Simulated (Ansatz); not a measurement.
```xyz
7

Ta   -0.0442    0.0305   -0.0066
F     1.8130   -0.1985    0.0398
F    -0.0038    0.1713    1.8854
F     0.0401    0.0725   -1.8933
F    -0.9600    1.6626   -0.0424
O    -1.0897   -1.5247    0.0376
H    -1.4567   -2.0572    0.7555
```

Core potentials replace the inner electrons of Ta.

All numbers below come from RKS r2SCAN-D4/def2-SVP (Ansatz).

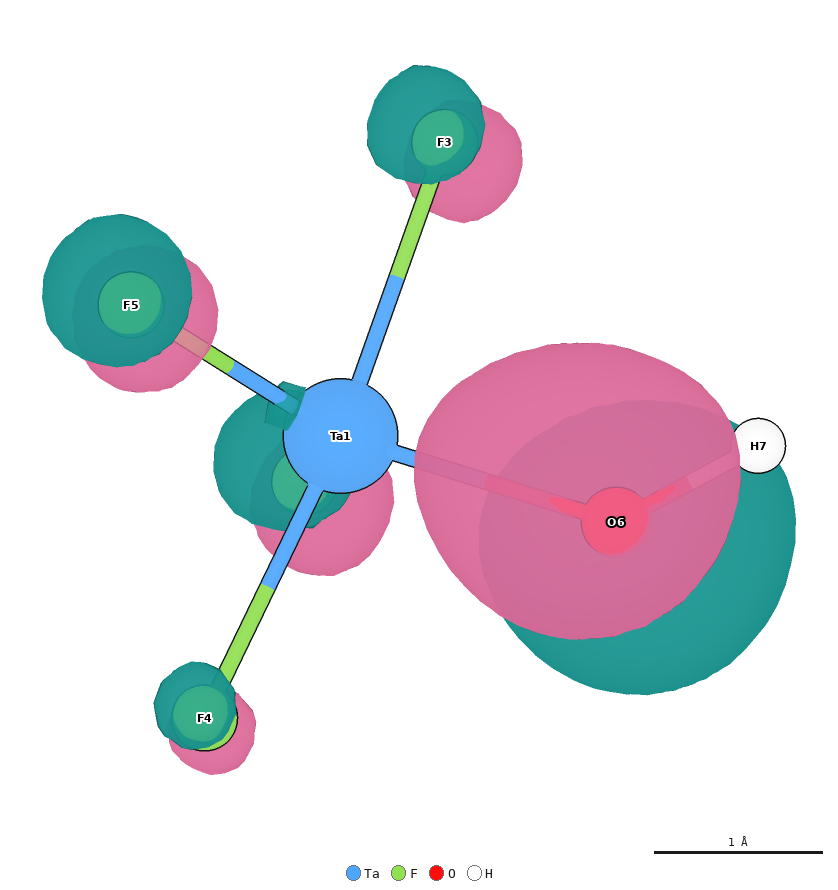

F4HOTa. The HOMO−1 at ±0.15 Å⁻³ᐟ² (teal and pink are the two phases), seen at a tilt.

**Describe this orbital and give its energy.**

It lies mainly on O6 (about 70 %); largely a lone pair of O6. Its energy is −9.79 eV.
